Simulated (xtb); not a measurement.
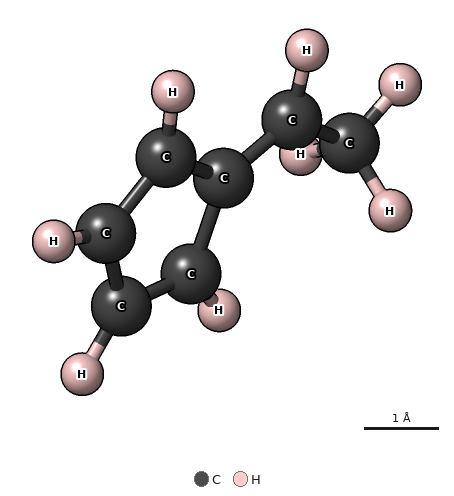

Fig. 1: The input geometry (ball-and-stick view, seen at a tilt).

## Frequency calculation of C₇H₈ (part 1 of 2)

The run: frequency calculation of C₇H₈. Method and program: GFN2-xTB (xtb 6.7.1).

The geometry was optimised with GFN2-xTB.

Input file (geom.xyz):
```
15

C      0.50982    -1.69428     1.64160
C     -0.02683    -1.38927     0.28493
C     -0.11887    -0.15913    -0.24250
C      0.26721     1.11258     0.35976
C      0.00091     2.09205    -0.52323
C     -0.56453     1.50528    -1.72616
C     -0.63840     0.17221    -1.56639
H     -0.07407    -1.18101     2.40538
H      1.53829    -1.34504     1.73087
H      0.48559    -2.76153     1.84333
H     -0.36333    -2.23122    -0.30670
H      0.68894     1.21548     1.34168
H      0.16757     3.14639    -0.39077
H     -0.86510     2.07402    -2.58788
H     -1.00720    -0.55650    -2.26394
```

File detailed.inp:
```
$hess
   sccacc=10
$end
```

Launch command:
```bash
xtb --hess --input detailed.inp -- geom.xyz | tee run.log
```

Output:
```
* xtb version 6.7.1
   ID    Z sym.   atoms
    1    6 C      1-7
    2    1 H      8-15

           -------------------------------------------------
          |                Calculation Setup                |
           -------------------------------------------------

          program call               : xtb --hess --input detailed.inp -- geom.xyz
          coordinate file            : geom.xyz
          omp threads                :                     1

           -------------------------------------------------
          |                 G F N 2 - x T B                 |
           -------------------------------------------------

      * Hamiltonian:
        H0-scaling (s, p, d)           1.850000    2.230000    2.230000
        zeta-weighting                 0.500000
      * Dispersion:
        s8                             2.700000
        a1                             0.520000
        a2                             5.000000
        s9                             5.000000
      * Repulsion:
        kExp                           1.500000    1.000000
        rExp                           1.000000
      * Coulomb:
        alpha                          2.000000
        third order                    shell-resolved
        anisotropic                    true
        a3                             3.000000
        a5                             4.000000
        cn-shift                       1.200000
        cn-exp                         4.000000
        max-rad                        5.000000

          ...................................................
          :                      SETUP                      :
          :.................................................:
          :  # basis functions                  36          :
          :  # atomic orbitals                  36          :
          :  # shells                           22          :
          :  # electrons                        36          :
          :  max. iterations                   250          :
          :  Hamiltonian                  GFN2-xTB          :
          :  restarted?                      false          :
          :  GBSA solvation                  false          :
          :  PC potential                    false          :
          :  electronic temp.          300.0000000     K    :
          :  accuracy                    1.0000000          :
          :  -> integral cutoff          0.2500000E+02      :
          :  -> integral neglect         0.1000000E-07      :
          :  -> SCF convergence          0.1000000E-05 Eh   :
          :  -> wf. convergence          0.1000000E-03 e    :
          :  Broyden damping             0.4000000          :
          :  net charge                          0          :
          :  unpaired electrons                  0          :
          ...................................................

 iter      E             dE          RMSdq      gap      omega  full diag
   1    -19.3292136 -0.193292E+02  0.418E+00    2.76       0.0  T
   2    -19.3448359 -0.156223E-01  0.263E+00    2.12       1.0  T
   3    -19.3201178  0.247181E-01  0.200E+00    2.83       1.0  T
   4    -19.3602620 -0.401442E-01  0.426E-01    2.35       1.0  T
   5    -19.3610955 -0.833541E-03  0.211E-01    2.34       1.0  T
   6    -19.3617054 -0.609907E-03  0.471E-02    2.35       1.0  T
   7    -19.3617155 -0.101280E-04  0.248E-02    2.35       1.0  T
   8    -19.3617170 -0.148820E-05  0.393E-03    2.35       6.6  T
   9    -19.3617171 -0.884981E-07  0.127E-03    2.35      20.3  T
  10    -19.3617171 -0.103070E-07  0.692E-04    2.35      37.3  T
  11    -19.3617171 -0.185675E-08  0.148E-04    2.35     174.6  T

   *** convergence criteria satisfied after 11 iterations ***

         #    Occupation            Energy/Eh            Energy/eV
      -------------------------------------------------------------
         1        2.0000           -0.6385697             -17.3764
       ...           ...                  ...                  ...
        12        2.0000           -0.4627317             -12.5916
        13        2.0000           -0.4476191             -12.1803
        14        2.0000           -0.4430333             -12.0556
        15        2.0000           -0.4315967             -11.7443
        16        2.0000           -0.4229195             -11.5082
        17        2.0000           -0.3927378             -10.6869
        18        2.0000           -0.3646861              -9.9236 (HOMO)
        19                         -0.2782629              -7.5719 (LUMO)
        20                         -0.1378624              -3.7514
        21                         -0.1187607              -3.2316
        22                          0.0956547               2.6029
        23                          0.1073187               2.9203
       ...                                ...                  ...
        36                          0.7272582              19.7897
      -------------------------------------------------------------
                  HL-Gap            0.0864231 Eh            2.3517 eV
             Fermi-level           -0.3214745 Eh           -8.7478 eV

 SCC (total)                   0 d,  0 h,  0 min,  0.014 sec
 SCC setup                      ...        0 min,  0.000 sec (  0.880%)
 Dispersion                     ...        0 min,  0.000 sec (  1.022%)
 classical contributions        ...        0 min,  0.000 sec (  0.217%)
 integral evaluation            ...        0 min,  0.002 sec ( 14.948%)
 iterations                     ...        0 min,  0.007 sec ( 47.928%)
 molecular gradient             ...        0 min,  0.005 sec ( 33.581%)
 printout                       ...        0 min,  0.000 sec (  1.338%)

         :::::::::::::::::::::::::::::::::::::::::::::::::::::
         ::                     SUMMARY                     ::
         :::::::::::::::::::::::::::::::::::::::::::::::::::::
         :: total energy             -18.999137657128 Eh    ::
         :: gradient norm              0.000120888332 Eh/a0 ::
         :: HOMO-LUMO gap              2.351693254644 eV    ::
         ::.................................................::
         :: SCC energy               -19.361707258225 Eh    ::
         :: -> isotropic ES            0.002861798673 Eh    ::
         :: -> anisotropic ES          0.003824498526 Eh    ::
         :: -> anisotropic XC          0.014317491076 Eh    ::
         :: -> dispersion             -0.010159053086 Eh    ::
         :: repulsion energy           0.362569601098 Eh    ::
         :: add. restraining           0.000000000000 Eh    ::
         :: total charge               0.000000000000 e     ::
         :::::::::::::::::::::::::::::::::::::::::::::::::::::

           -------------------------------------------------
          |                Numerical Hessian                |
           -------------------------------------------------
step length          :   0.00500
SCC accuracy         :  10.00000
Hessian scale factor :   1.00000
frozen atoms in %    :   0.00000    0
RMS gradient         :   0.00012
estimated CPU  time      0.01 min

writing file <hessian>.

 projected vibrational frequencies (cm⁻¹)
eigval :       -0.00    -0.00     0.00     0.00     0.00     0.00
eigval :     -115.00   132.08   192.27   265.69   456.57   519.90
eigval :      599.19   653.12   762.54   782.64   802.97   824.53
eigval :      862.72   865.32   906.58  1016.17  1028.84  1046.38
eigval :     1084.78  1094.57  1128.94  1170.72  1251.06  1303.16
eigval :     1333.41  1397.13  1471.54  1476.91  1525.90  1603.84
eigval :     1671.73  2998.68  3009.11  3044.97  3052.66  3118.83
eigval :     3125.23  3141.11  3145.11
           -------------------------------------------------
          |                Property Printout                |
           -------------------------------------------------

    * Orbital Energies and Occupations

         #    Occupation            Energy/Eh            Energy/eV
      -------------------------------------------------------------
         1        2.0000           -0.6385704             -17.3764
       ...           ...                  ...                  ...
         6        2.0000           -0.5384505             -14.6520
         7        2.0000           -0.5278650             -14.3639
         8        2.0000           -0.5156165             -14.0306
         9        2.0000           -0.4973016             -13.5323
        10        2.0000           -0.4915535             -13.3759
        11        2.0000           -0.4692077             -12.7678
        12        2.0000           -0.4627323             -12.5916
        13        2.0000           -0.4476196             -12.1804
        14        2.0000           -0.4430339             -12.0556
        15        2.0000           -0.4315974             -11.7444
        16        2.0000           -0.4229201             -11.5082
        17        2.0000           -0.3927388             -10.6870
        18        2.0000           -0.3646865              -9.9236 (HOMO)
        19                         -0.2782638              -7.5719 (LUMO)
        20                         -0.1378631              -3.7514
        21                         -0.1187614              -3.2317
        22                          0.0956543               2.6029
        23                          0.1073181               2.9203
        24                          0.1317984               3.5864
        25                          0.1489551               4.0533
        26                          0.1749758               4.7613
        27                          0.1855956               5.0503
        28                          0.2129476               5.7946
        29                          0.2215558               6.0288
       ...                                ...                  ...
        36                          0.7272573              19.7897
      -------------------------------------------------------------
                  HL-Gap            0.0864227 Eh            2.3517 eV
             Fermi-level           -0.3214751 Eh           -8.7478 eV

     #   Z          covCN         q      C6AA      α(0)
     1   6 C        3.755    -0.105    22.561     6.773
     2   6 C        2.890    -0.013    28.340     8.728
     3   6 C        3.087     0.008    27.746     8.634
     4   6 C        2.997    -0.054    29.339     8.885
     5   6 C        3.029    -0.036    28.866     8.813
     6   6 C        3.025    -0.037    28.892     8.817
     7   6 C        3.000    -0.055    29.359     8.888
     8   1 H        0.925     0.060     2.205     2.322
     9   1 H        0.925     0.059     2.205     2.322
    10   1 H        0.925     0.043     2.404     2.425
    11   1 H        0.925     0.042     2.428     2.437
    12   1 H        0.926     0.024     2.679     2.560
    13   1 H        0.926     0.022     2.709     2.574
    14   1 H        0.926     0.022     2.703     2.571
    15   1 H        0.926     0.022     2.706     2.573

 Mol. C6AA /au·bohr⁶  :       2454.125075
 Mol. C8AA /au·bohr⁸  :      58751.450792
 Mol. α(0) /au        :         79.320690

Wiberg/Mayer (AO) data.
largest (>0.10) Wiberg bond orders for each atom

 ---------------------------------------------------------------------------
     #   Z sym  total        # sym  WBO       # sym  WBO       # sym  WBO
```
